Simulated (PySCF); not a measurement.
[BBrH3]- (BBrH3, charge −1).

Level of theory: ωB97X/def2-SVPD (PySCF), at a geometry from GFN2-xTB. No frequency check shows the geometry to be a minimum. GFN2-xTB bond lengths at metals and heavier atoms can be off by up to 0.1 Å and shapes distorted, which carries into these values.

Input script:

```python
import numpy as np
from pyscf import gto, scf, dft
from pyscf.scf import atom_ks, atom_hf
from scipy.linalg import block_diag

def solve(mol, dm0=None, hcore=None):
    mf = (dft.UKS if mol.spin else dft.RKS)(mol, xc='wb97x')
    mf.grids.level = 3
    mf = mf.density_fit(auxbasis='def2-universal-jkfit')
    mf.conv_tol, mf.max_cycle = 1e-8, 80
    if hcore is not None:
        mf.get_hcore = lambda *args: hcore
    mf.kernel(dm0)
    if not mf.converged:
        mf = mf.newton().run(mf.mo_coeff, mf.mo_occ, max_cycle=30)
    assert mf.converged, 'SCF not converged'
    return mf

mol = gto.M(atom='''
B      1.62515    -0.00008     0.00000
Br    -0.40297     0.00000     0.00000
H      1.99266     1.13873    -0.18952
H      1.99275    -0.73331    -0.89130
H      1.99271    -0.40505     1.08083
''', basis='def2-svpd', charge=-1, spin=0, verbose=4)
mf = solve(mol)
mf.analyze()
# spherically averaged free atoms, for the promolecule
atm = atom_ks.get_atm_nrks(mol, xc='wb97x')
pro = block_diag(*[(atm[a[0]][2] * atm[a[0]][3]) @ atm[a[0]][2].T for a in mol._atom])
np.savez('result.npz', e=mf.e_tot, c=mf.mo_coeff, occ=mf.mo_occ, eps=mf.mo_energy, pro=pro, dip=mf.dip_moment(verbose=0), s2=mf.spin_square()[0])
```

Command:

```sh
OMP_NUM_THREADS=1 python input.py
```

The run took 15 s on 1 thread of Intel(R) Xeon(R) Processor @ 2.50GHz (Skylake/Cascade Lake), on a shared host, peak memory 0.36 GiB.

Partitions, critical points and surface values were worked out afterwards from this run's density.

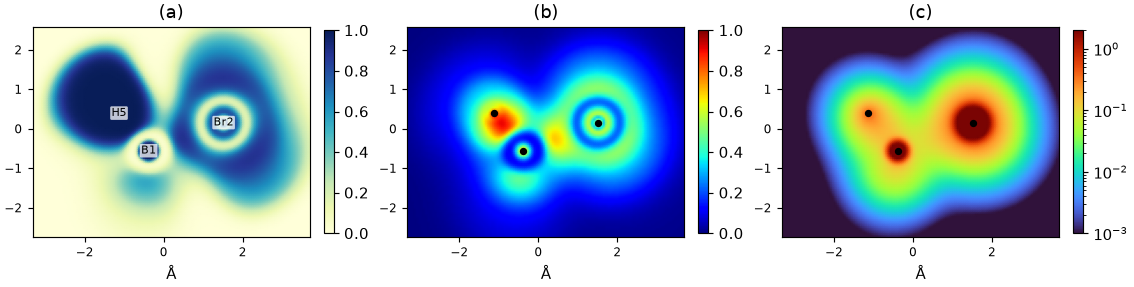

Three fields in the plane of B1, Br2 and H5.

**The panels show, in some order, the electron density, localised orbital locator (LOL) and electron localisation function (ELF). Which is which?**

(a) is the electron localisation function (ELF): it runs from 0 to 1 and is close to 1 over wide basins that fill the valence regions. (b) is the localised orbital locator (LOL): it runs from 0 to 1, peaks where electrons are localised, as in bonds, and fades smoothly outside. (c) is the electron density: it is positive everywhere and peaks at the nuclei.
